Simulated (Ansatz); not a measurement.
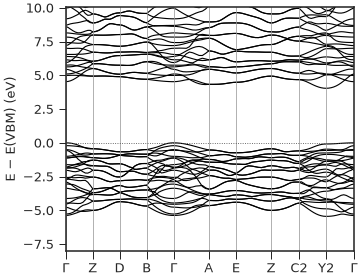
Fig. 1. Band structure from PBE (plane waves, PAW; program Ansatz)

### Question
Read off the gap and where the band edges lie.

### Answer
About 4.0 eV (4.04 eV by a search for the band edges); maximum at Γ, minimum at Y2.

The material is HfO$_{2}$ in space group P2_1/c (No. 14; Hf on 4e, O on 4e, O on 4e).

The PBE relaxation kept the symmetry of its start. The run is not spin-polarised. Scalar-relativistic: spin–orbit coupling is off unless named, which matters more the heavier the elements.

Potentials: the later of the program's two PAW sets.
